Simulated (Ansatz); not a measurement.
## Electronic structure of ClGeHNSb (SMILES [Cl][Ge]1=[Sb][NH]1) in real space

The calculation's input:

```
crystal:
  periodic: [false, false, false]
  atoms:
    - symbol: Cl
      position_ang: [-2.962468, 3.206070, 0.251146]
    - symbol: Ge
      position_ang: [-2.451248, 1.063377, 0.846993]
    - symbol: "N"
      position_ang: [-1.256629, 1.515781, 2.344059]
    - symbol: Sb
      position_ang: [-2.766119, 1.502960, 3.625007]
    - symbol: H
      position_ang: [-0.344813, 1.956852, 2.479407]
basis:
  gaussian: {orbitals: def2-TZVPD}
magnetization: {spin_polarized: false}
hamiltonian: {xc: {name: PBE0}}
output: {forces: true, orbitals: {seedname: orbitals}}
```

Run with:

```sh
ansatz run input.yaml --threads 1 --pin off --max-ram 2610MiB --events-out events.jsonl --progress --plain --runs-dir runs
```

Geometry: B3LYP-D3(BJ)/def2-SVP; core potentials replace the inner electrons of Sb.

All numbers below come from Ansatz, isolated molecule in a Gaussian basis; Kohn-Sham density functional theory, functional PBE0.

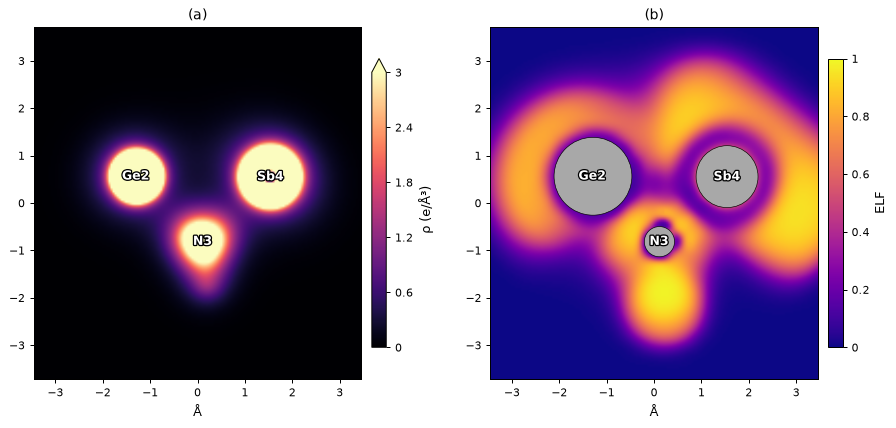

Figure 1. (a) electron density; (b) electron localisation function on the plane of atoms Ge2, Sb4 and N3. Grey discs cover the atomic cores in the ELF map.

Q: What does the map show?

A: The plane passes through Ge, N and Sb nuclei. Ge–N (1.97 Å): the density is about 0.72 e/Å³ at the midpoint; the ELF peaks at about 0.85 in the valence shell of N, 0.6 Å from its nucleus, and is about 0.45 at the midpoint. Sb–N (1.98 Å): the density is about 0.88 e/Å³ at the midpoint; the ELF peaks at about 0.85 in the valence shell of N, 0.6 Å from its nucleus, and drops to about 0.15 between the two atoms. Ge–Sb (2.83 Å): the density is about 0.31 e/Å³ at the midpoint; the ELF is about 0.30 at the midpoint. The ELF also peaks beside Ge2, away from the bonds: lone-pair regions.

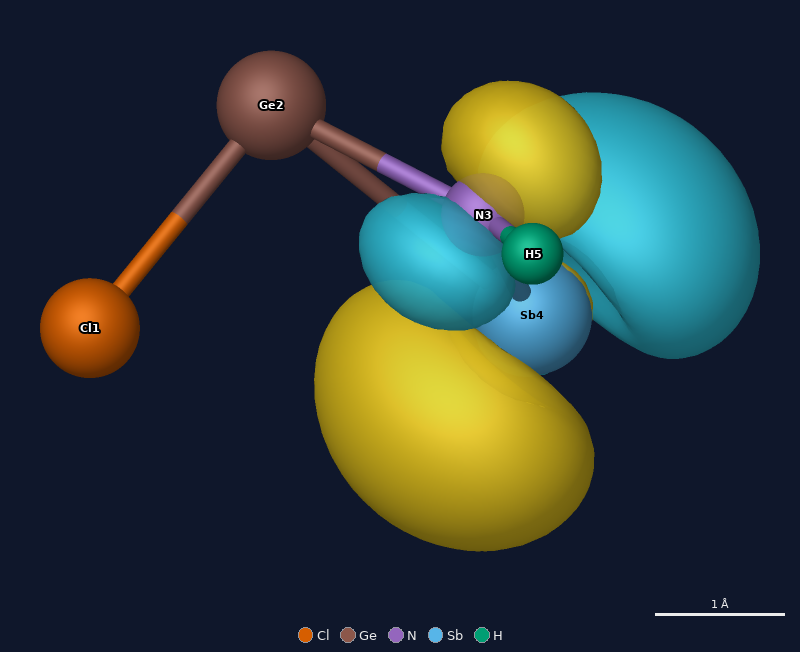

Figure 2. The LUMO at ±0.15 Å⁻³ᐟ² (yellow and cyan are the two phases), seen from one side.

Q: Describe this orbital and give its energy.

A: It lies mainly on Sb4 (about 75 %) and N3 (about 15 %). Its energy is −3.74 eV.
